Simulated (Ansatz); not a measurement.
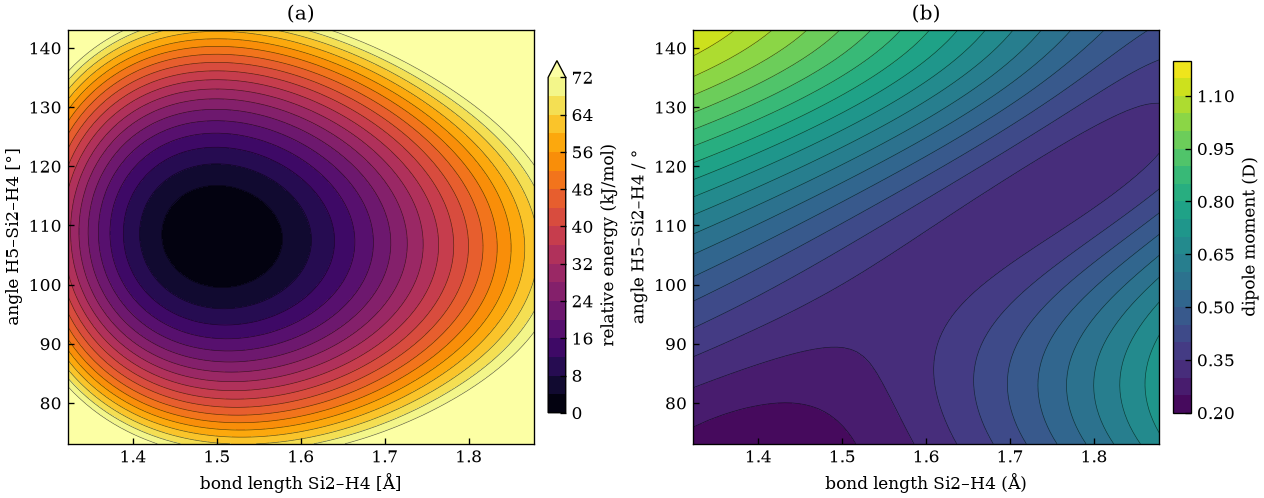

BH4Si, SMILES [BH][SiH3], spin multiplicity 2. Coordinates scanned: (1) bond length Si2–H4; (2) angle H5–Si2–H4. Nothing is relaxed (all other coordinates rigid). Grid: 15 × 15 points. All energies are given in kJ/mol relative to the relaxed molecule at the same level. All numbers below come from UKS PBE-D4/def2-TZVP (Ansatz 0.2.0).

Panel (a) is the energy and panel (b) the computed dipole moment on the same grid.

Drawn: filled contours, one colour for all values above the top of the scale. Between grid points the surface is interpolated.

**How does the dipole moment vary over the map, and what is it at the lowest grid point?**

Leaving out the highest fifth of the energies, it runs from 0.23 D at bond length Si2–H4 = 1.481 Å, angle H5–Si2–H4 = 73.1° to 1.05 D at bond length Si2–H4 = 1.362 Å, angle H5–Si2–H4 = 138.1°. At the lowest grid point, bond length Si2–H4 = 1.521 Å, angle H5–Si2–H4 = 108.1°, it is 0.40 D.
